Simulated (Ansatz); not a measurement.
# FGeH7Si (built from SMILES [F][GeH3].[SiH4]): search for a transition state

Wanted: the transition state of a four-centre ligand exchange (form Ge1–Si7, F2–H6 and break Ge1–F2, H6–Si7). The guess is relaxed with those distances held, a saddle search follows, and vibrations and two downhill relaxations check it.

Program: Ansatz 0.2.0, Gaussian basis. Level of theory: PBE0-D4, def2-SVP first, then def2-TZVP. These are calculated values, not measurements.

152 further runs of the same task are left out: 152 set aside as unsound or not needed.

## Step 1: The starting structure

The guess: 10 atoms, charge 0, spin multiplicity 1.

Atoms are counted from 1 here; the program's logs count them from 0.

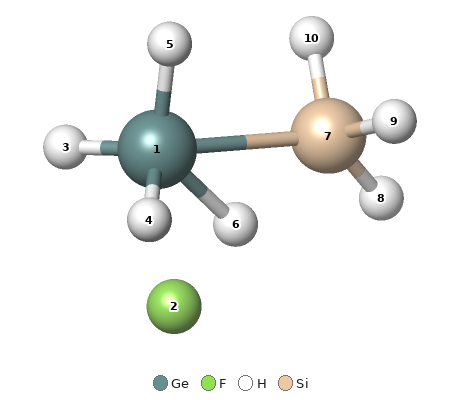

As it starts; germanium teal, fluorine green, hydrogen white, silicon light orange; atoms are numbered from 1 in the order of the file.

Geometry (Å):

```
atom    x (Å)    y (Å)    z (Å)
 Ge1  -0.6505  -1.0772  -0.0710
  F2   1.5852  -1.3136   0.7878
  H3  -0.0891  -2.0419  -1.0594
  H4  -0.9393  -1.6945   1.2555
  H5  -1.9935  -0.5899  -0.6373
  H6   0.8786  -0.2144   0.3600
 Si7   0.2995   1.3410  -0.0998
  H8   1.6220   1.9217   0.1526
  H9  -0.6555   1.9999   0.7930
 H10  -0.0573   1.6689  -1.4814
```

Distances that are to change: Ge1–Si7 2.60 Å, F2–H6 1.37 Å, Ge1–F2 2.41 Å, H6–Si7 1.72 Å.

## Step 2: Constrained relaxation of the guess

Contents of hold/in.yaml:

```yaml
crystal:
  periodic: [false, false, false]
  atoms:
    - {symbol: Ge, position_ang: [-0.650500, -1.077200, -0.071000]}
    - {symbol: F, position_ang: [1.585200, -1.313600, 0.787800]}
    - {symbol: H, position_ang: [-0.089100, -2.041900, -1.059400]}
    - {symbol: H, position_ang: [-0.939300, -1.694500, 1.255500]}
    - {symbol: H, position_ang: [-1.993500, -0.589900, -0.637300]}
    - {symbol: H, position_ang: [0.878600, -0.214400, 0.360000]}
    - {symbol: Si, position_ang: [0.299500, 1.341000, -0.099800]}
    - {symbol: H, position_ang: [1.622000, 1.921700, 0.152600]}
    - {symbol: H, position_ang: [-0.655500, 1.999900, 0.793000]}
    - {symbol: H, position_ang: [-0.057300, 1.668900, -1.481400]}
basis:
  gaussian: {orbitals: def2-SVP}
hamiltonian: {xc: pbe0, dispersion: d4}
relax: {f_tol: 0.04, max_steps: 150, escape_saddle: false, constraints: [{distance: [0, 6]}, {distance: [1, 5]}, {distance: [0, 1]}, {distance: [5, 6]}]}
```

On the command line:

```
> ansatz run in.yaml --threads 4 --pin off --events-out ev --progress --plain --max-ram 9574MiB
```

Output, shortened:

```text
Functional definition: PBE0
  name "PBE0"
  cite "Adamo & Barone, J. Chem. Phys. 110, 6158 (1999) doi:10.1063/1.478522"
  cite "Perdew, Burke & Ernzerhof, Phys. Rev. Lett. 77, 3865 (1996) doi:10.1103/PhysRevLett.77.3865"
  parent pbe
[...]
1037 factors; integrals over basis functions are off by at most 5.1e-4 eV
[...]
mean field -67199.02270675 eV, -2469.5185353396 hartree, gradient 2.3e-5 eV, S^2 0.000000; 0 other end points of the search recorded, 0 dependent functions left out
[...]
reference -67199.02273286 eV, -2469.5185362989 hartree; 31, 31 occupied and 68, 68 virtual orbitals, 1037 factors
relax step   1: F+E_penalty+E_count = -67199.16784091 eV  Δ(F+E_penalty+E_count) = +0.000e0 eV  max|allowed force component| = 7.098e-1 eV/Å  Δτ_max = 0.0000 Å  (25 SCF iters, accepted)
[...]
relax step   2: F+E_penalty+E_count = -67199.33599746 eV  Δ(F+E_penalty+E_count) = -1.682e-1 eV  max|allowed force component| = 1.535e-1 eV/Å  Δτ_max = 0.1950 Å  (29 SCF iters, accepted)
[...]
relax step   3: F+E_penalty+E_count = -67199.34180008 eV  Δ(F+E_penalty+E_count) = -5.803e-3 eV  max|allowed force component| = 3.618e-2 eV/Å  Δτ_max = 0.0233 Å  (29 SCF iters, accepted)
  distance Ge 0 - Si 6 held at 2.598273 Å   reaction = +4.3455e-2 eV/Å
  distance F 1 - H 5 held at 1.374968 Å   reaction = +2.3215e0 eV/Å
  distance Ge 0 - F 1 held at 2.406611 Å   reaction = +3.0215e-1 eV/Å
  distance H 5 - Si 6 held at 1.722220 Å   reaction = -4.1934e-1 eV/Å
1037 factors; integrals over basis functions are off by at most 6.2e-4 eV
[...]
mean field -67199.19517560 eV, -2469.5248734530 hartree, gradient 1.8e-5 eV, S^2 0.000000; 1 other end points of the search recorded, 0 dependent functions left out
[...]
reference -67199.19520181 eV, -2469.5248744159 hartree; 31, 31 occupied and 68, 68 virtual orbitals, 1037 factors
Total energy: -67199.34182629 eV, -2469.5302627661 hartree
Atom 0 at    -0.624794    -1.113418    -0.053632 Å, force     0.300578     0.036416     0.105849 eV/Å
Atom 1 at     1.621522    -1.273107     0.795096 Å, force    -1.486348     1.845054    -0.853003 eV/Å
Atom 2 at    -0.073017    -2.031521    -1.137668 Å, force    -0.018588    -0.007936    -0.002714 eV/Å
Atom 3 at    -0.968167    -1.664164     1.325007 Å, force    -0.001768    -0.006106    -0.001518 eV/Å
Atom 4 at    -1.904670    -0.418064    -0.619972 Å, force     0.028247     0.018378     0.016287 eV/Å
Atom 5 at     0.908758    -0.185588     0.348098 Å, force     1.369876    -2.224471     0.849857 eV/Å
Atom 6 at     0.245722     1.333825    -0.118602 Å, force    -0.139824     0.333403    -0.101432 eV/Å
Atom 7 at     1.629134     1.807143     0.183121 Å, force    -0.032531     0.024693     0.001217 eV/Å
Atom 8 at    -0.736948     1.941107     0.820015 Å, force    -0.019248    -0.009254    -0.005543 eV/Å
Atom 9 at    -0.097440     1.603787    -1.541462 Å, force    -0.000395    -0.010175    -0.009000 eV/Å
Dipole moment:    -0.542157     0.377389    -0.261312 e Å
```

It took 4.8 s on 4 threads of Arm Neoverse V2, shared host.

Relaxation path:

```
step  energy from step 1 (eV)  largest force component (eV/Å)
   1                   0.0000                          0.7098
   2                  -0.1682                          0.1535
   3                  -0.1740                          0.0362
```

Close pairs (by a distance rule), those that changed most:

```
   bond  before (Å)  after (Å)  change (Å)
 Ge1–H3       1.491      1.524      +0.033
 Ge1–H4       1.491      1.524      +0.032
 Ge1–H6       1.808      1.837      +0.029
 Si7–H8       1.466      1.493      +0.027
 Ge1–H5       1.537      1.563      +0.026
 Si7–H9       1.464      1.488      +0.024
Si7–H10       1.464      1.488      +0.024
Ge1–Si7       2.598      2.598      +0.000
```

## Step 3: A starting Hessian

Contents of hessian/in.yaml:

```yaml
crystal:
  periodic: [false, false, false]
  atoms:
    - {symbol: Ge, position_ang: [-0.624794, -1.113418, -0.053632]}
    - {symbol: F, position_ang: [1.621522, -1.273107, 0.795096]}
    - {symbol: H, position_ang: [-0.073017, -2.031521, -1.137668]}
    - {symbol: H, position_ang: [-0.968167, -1.664164, 1.325007]}
    - {symbol: H, position_ang: [-1.904670, -0.418064, -0.619972]}
    - {symbol: H, position_ang: [0.908758, -0.185588, 0.348098]}
    - {symbol: Si, position_ang: [0.245722, 1.333825, -0.118602]}
    - {symbol: H, position_ang: [1.629134, 1.807143, 0.183121]}
    - {symbol: H, position_ang: [-0.736948, 1.941107, 0.820015]}
    - {symbol: H, position_ang: [-0.097440, 1.603787, -1.541462]}
basis:
  gaussian: {orbitals: def2-SVP}
hamiltonian: {xc: pbe0, dispersion: d4}
phonons: {}
scf: {lower_state_search: off}
```

On the command line:

```
> ansatz run in.yaml --threads 4 --pin off --events-out ev --progress --plain --max-ram 9574MiB
```

Output, shortened:

```text
[... 5 set-up lines as earlier in the session ...]
[...]
1043 factors; integrals over basis functions are off by at most 4.0e-4 eV
[...]
mean field -67199.19518012 eV, -2469.5248736189 hartree, gradient 4.1e-6 eV, S^2 0.000000; 0 other end points of the search recorded, 0 dependent functions left out
[...]
reference -67199.19520638 eV, -2469.5248745842 hartree; 31, 31 occupied and 68, 68 virtual orbitals, 1043 factors
[... from here to the last solve, the lines of the solves are left out (59 solves) ...]
1043 factors; integrals over basis functions are off by at most 4.0e-4 eV
mean field -67199.19515266 eV, -2469.5248726100 hartree, gradient 9.5e-7 eV, S^2 0.000000; 0 other end points of the search recorded, 0 dependent functions left out
[...]
WARN: phonons: modes at or below zero, which the zero-point energy, F, S and C_V leave out: 1, the lowest at -1108.82 cm⁻¹. A minimum has none, and a first-order saddle one
[...]
Atom 3 at    -0.968167    -1.664164     1.325007 Å, force    -0.001764    -0.006109    -0.001528 eV/Å
Atom 4 at    -1.904670    -0.418064    -0.619972 Å, force     0.028246     0.018372     0.016287 eV/Å
Atom 5 at     0.908758    -0.185588     0.348098 Å, force     1.369856    -2.224478     0.849851 eV/Å
Atom 6 at     0.245722     1.333825    -0.118602 Å, force    -0.139818     0.333417    -0.101454 eV/Å
Atom 7 at     1.629134     1.807143     0.183121 Å, force    -0.032537     0.024681     0.001220 eV/Å
Atom 8 at    -0.736948     1.941107     0.820015 Å, force    -0.019237    -0.009250    -0.005530 eV/Å
Atom 9 at    -0.097440     1.603787    -1.541462 Å, force    -0.000397    -0.010172    -0.008996 eV/Å
Dipole moment:    -0.542156     0.377388    -0.261311 e Å
Vibrations: -1108.82 152.42 208.29 221.29 262.02 381.17 438.37 499.23 562.13 591.31 764.83 853.02 886.65 893.46 912.21 923.45 940.36 1467.64 2053.76 2218.96 2240.36 2246.07 2263.51 2275.20 cm⁻¹, zero-point energy 1.503663 eV
Checks for a lower state left out: stability, starts, cluster_reference, orbital_swaps, neighbouring_geometries, increment
```

It took 47 s on 4 threads of Arm Neoverse V2, shared host.

The structure is not stationary yet, so these wavenumbers are no spectrum; the search needs only the force constants.

## Step 4: Saddle search in the small basis

A small driver takes partitioned rational-function steps: uphill along one mode, downhill along the rest. It calls the program once a step for energy and forces and updates the Hessian by Bofill's formula. It stops when the largest force is under 0.04 eV/Å and the followed curvature is negative. The first step's input:

Contents of presaddle/in.yaml:

```yaml
crystal:
  periodic: [false, false, false]
  atoms:
    - {symbol: Ge, position_ang: [-0.624794, -1.113418, -0.053632]}
    - {symbol: F, position_ang: [1.621522, -1.273107, 0.795096]}
    - {symbol: H, position_ang: [-0.073017, -2.031521, -1.137668]}
    - {symbol: H, position_ang: [-0.968167, -1.664164, 1.325007]}
    - {symbol: H, position_ang: [-1.904670, -0.418064, -0.619972]}
    - {symbol: H, position_ang: [0.908758, -0.185588, 0.348098]}
    - {symbol: Si, position_ang: [0.245722, 1.333825, -0.118602]}
    - {symbol: H, position_ang: [1.629134, 1.807143, 0.183121]}
    - {symbol: H, position_ang: [-0.736948, 1.941107, 0.820015]}
    - {symbol: H, position_ang: [-0.097440, 1.603787, -1.541462]}
basis:
  gaussian: {orbitals: def2-SVP}
hamiltonian: {xc: pbe0, dispersion: d4}
output: {forces: true}
scf: {lower_state_search: off}
```

On the command line:

```
> ansatz run in.yaml --threads 4 --pin off --events-out ev --progress --plain --max-ram 9574MiB
```

The driver's record:

```
step   energy (eV)  largest force (eV/Å)  followed curvature (eV/Å²)
   1  -67199.34181                2.2245                       -9.62
   2  -67199.48999                0.7939                      -11.07
   3  -67199.60885                0.8057                      -12.13
   4  -67199.46956                1.3166                      -12.48
   5  -67199.63473                0.3066                      -12.79
   6  -67199.63699                0.2508                      -12.78
   7  -67199.63725                0.2497                      -12.69
   8  -67199.64309                0.1848                      -12.63
   9  -67199.64508                0.0266                      -12.25
```

The 9 steps took 7.8 s in all (4 threads of Arm Neoverse V2, shared host).

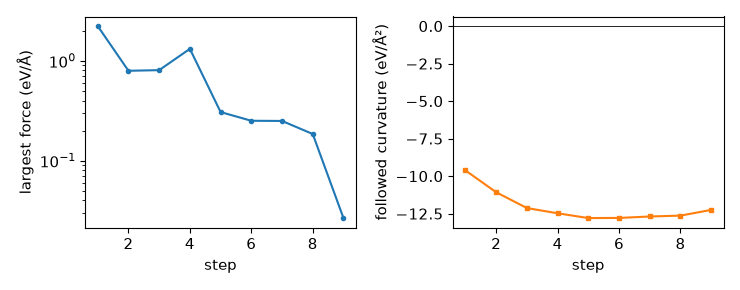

Largest force and followed curvature during the search.

## Step 5: Saddle search in triple zeta

The search itself is an outer loop (partitioned rational-function steps, Bofill update of the Hessian). Each step is one single-point run with forces. It stops when the largest force is under 0.01 eV/Å and the followed curvature is negative. The first step's input:

Contents of saddle/in.yaml:

```yaml
crystal:
  periodic: [false, false, false]
  atoms:
    - {symbol: Ge, position_ang: [-0.557011, -1.230241, 0.004229]}
    - {symbol: F, position_ang: [1.366227, -1.308209, 0.674256]}
    - {symbol: H, position_ang: [-0.215520, -2.174288, -1.150329]}
    - {symbol: H, position_ang: [-1.045184, -1.852415, 1.314542]}
    - {symbol: H, position_ang: [-1.697511, -0.291980, -0.496189]}
    - {symbol: H, position_ang: [1.037039, -0.179502, 0.378195]}
    - {symbol: Si, position_ang: [0.334285, 1.391528, -0.104288]}
    - {symbol: H, position_ang: [1.581004, 2.183433, 0.167073]}
    - {symbol: H, position_ang: [-0.769230, 1.914615, 0.756989]}
    - {symbol: H, position_ang: [-0.034000, 1.547059, -1.544479]}
basis:
  gaussian: {orbitals: def2-TZVP}
hamiltonian: {xc: pbe0, dispersion: d4}
output: {forces: true}
scf: {lower_state_search: off}
```

On the command line:

```
> ansatz run in.yaml --threads 4 --pin off --events-out ev --progress --plain --max-ram 9574MiB
```

The driver's record:

```
step   energy (eV)  largest force (eV/Å)  followed curvature (eV/Å²)
   1  -67213.07096                0.1828                      -12.25
   2  -67213.07883                0.0875                      -12.45
   3  -67213.07908                0.0597                      -12.46
   4  -67213.08027                0.0110                      -12.47
   5  -67213.08038                0.0298                      -12.46
   6  -67213.08044                0.0102                      -12.40
   7  -67213.08045                0.0094                      -12.42
```

The 7 steps took 10 s in all (4 threads of Arm Neoverse V2, shared host).

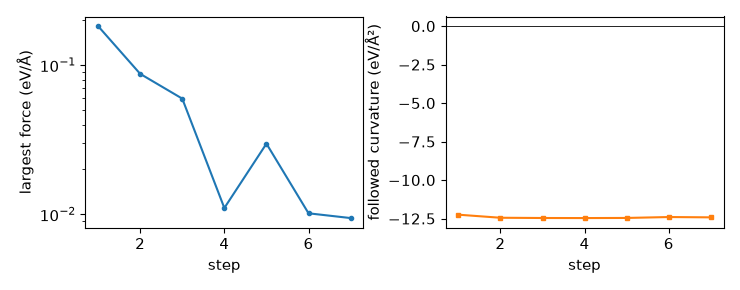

Largest force and followed curvature during the search.

The point found:

```mol
FGeH7Si
  3D, bonds by distance, orders not assigned

 10  9  0  0  0  0  0  0  0  0999 V2000
   -0.5564   -1.2110   -0.0003 Ge  0  0
    1.3979   -1.3191    0.6557 F   0  0
   -0.2080   -2.1730   -1.1339 H   0  0
   -1.0157   -1.7968    1.3331 H   0  0
   -1.7016   -0.2867   -0.5168 H   0  0
    1.0031   -0.1834    0.3576 H   0  0
    0.3180    1.3823   -0.1037 Si  0  0
    1.5686    2.1363    0.1958 H   0  0
   -0.7813    1.8983    0.7504 H   0  0
   -0.0244    1.5532   -1.5379 H   0  0
  1  2  8  0
  1  3  8  0
  1  4  8  0
  1  5  8  0
  1  6  8  0
  1  7  8  0
  7  8  8  0
  7  9  8  0
  7 10  8  0
M  END
```

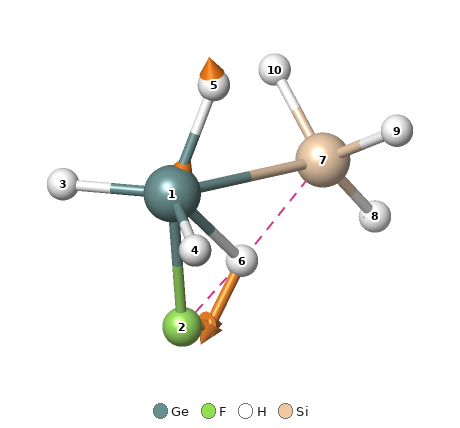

The point found; broken lines mark the pairs that react, arrows the followed mode.

## Step 6: Checking the order of the point

Contents of vib/in.yaml:

```yaml
crystal:
  periodic: [false, false, false]
  atoms:
    - {symbol: Ge, position_ang: [-0.556408, -1.210967, -0.000256]}
    - {symbol: F, position_ang: [1.397892, -1.319111, 0.655654]}
    - {symbol: H, position_ang: [-0.207996, -2.172978, -1.133908]}
    - {symbol: H, position_ang: [-1.015725, -1.796787, 1.333102]}
    - {symbol: H, position_ang: [-1.701641, -0.286732, -0.516778]}
    - {symbol: H, position_ang: [1.003061, -0.183439, 0.357606]}
    - {symbol: Si, position_ang: [0.318050, 1.382257, -0.103681]}
    - {symbol: H, position_ang: [1.568604, 2.136296, 0.195807]}
    - {symbol: H, position_ang: [-0.781320, 1.898299, 0.750378]}
    - {symbol: H, position_ang: [-0.024418, 1.553162, -1.537924]}
basis:
  gaussian: {orbitals: def2-TZVP}
hamiltonian: {xc: pbe0, dispersion: d4}
phonons: {temperatures: {t_min: 298.15, t_max: 900, t_step: 200}}
```

On the command line:

```
> ansatz run in.yaml --threads 4 --pin off --events-out ev --progress --plain --max-ram 9574MiB
```

Output, shortened:

```text
[... 5 set-up lines as earlier in the session ...]
[...]
1133 factors; their error is unknown
[...]
mean field -67212.93294772 eV, -2470.0297272665 hartree, gradient 1.5e-5 eV, S^2 0.000000; 0 other end points of the search recorded, 0 dependent functions left out
[...]
reference -67212.93298056 eV, -2470.0297284732 hartree; 31, 31 occupied and 127, 127 virtual orbitals, 1133 factors
[... from here to the last solve, the lines of the solves are left out (59 solves) ...]
1133 factors; their error is unknown
mean field -67212.93289707 eV, -2470.0297254052 hartree, gradient 2.5e-6 eV, S^2 0.000000; 0 other end points of the search recorded, 0 dependent functions left out
[...]
WARN: phonons: modes at or below zero, which the zero-point energy, F, S and C_V leave out: 1, the lowest at -1167.06 cm⁻¹. A minimum has none, and a first-order saddle one
[...]
Atom 2 at    -0.207996    -2.172978    -1.133908 Å, force     0.001224    -0.000210    -0.000247 eV/Å
Atom 3 at    -1.015725    -1.796787     1.333102 Å, force    -0.001201    -0.000154    -0.000286 eV/Å
Atom 4 at    -1.701641    -0.286732    -0.516778 Å, force     0.001754    -0.003152     0.000947 eV/Å
Atom 5 at     1.003061    -0.183439     0.357606 Å, force     0.000961     0.003885    -0.002517 eV/Å
Atom 6 at     0.318050     1.382257    -0.103681 Å, force    -0.009442     0.002056     0.000983 eV/Å
Atom 7 at     1.568604     2.136296     0.195807 Å, force     0.001850     0.000417     0.000916 eV/Å
Atom 8 at    -0.781320     1.898299     0.750378 Å, force     0.005456    -0.000667    -0.002414 eV/Å
Atom 9 at    -0.024418     1.553162    -1.537924 Å, force     0.000588     0.000527     0.000529 eV/Å
Dipole moment:    -0.334019     0.100081    -0.124170 e Å
Vibrations: -1167.06 72.03 184.77 219.25 377.10 382.86 426.92 449.02 598.48 691.50 780.55 871.21 880.57 916.22 922.40 932.56 944.52 1390.97 2042.49 2193.84 2203.52 2217.50 2234.83 2246.04 cm⁻¹, zero-point energy 1.498916 eV
```

Run time: 76 s. Hardware: 4 threads of Arm Neoverse V2, shared host.

The modes, with what each moves most:

```
mode  wavenumber (cm⁻¹)                character
   1              1167i    changes F2–H6, H6–Si7
   2                 72        torsion with bend
   3                185  Si–Ge stretch with bend
   4                219                  torsion
   5                377  bend with Si–Ge stretch
   6                383        torsion with bend
   7                427   Ge–F stretch with bend
   8                449   bend with Ge–F stretch
   9                598                     bend
  10                692                     bend
  11                781                     bend
  12                871        bend with torsion
  13                881                  torsion
  14                916        torsion with bend
  15                922        torsion with bend
  16                933                     bend
  17                945                     bend
  18               1391             Ge–H stretch
  19               2042             Ge–H stretch
  20               2194             Ge–H stretch
  21               2204             Si–H stretch
  22               2218             Ge–H stretch
  23               2235             Si–H stretch
  24               2246             Si–H stretch
```

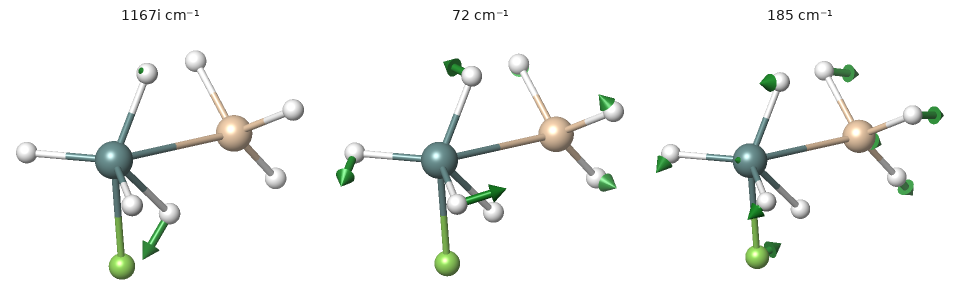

Displacements of 3 modes, as arrows.

Vibrational sums (real modes only):

```
T (K)  entropy (J/mol/K)  heat capacity (J/mol/K)
  298               58.2                     71.4
  498              104.0                    107.2
  698              144.1                    130.4
  898              179.0                    146.4
```

[end of part 1 of 2]
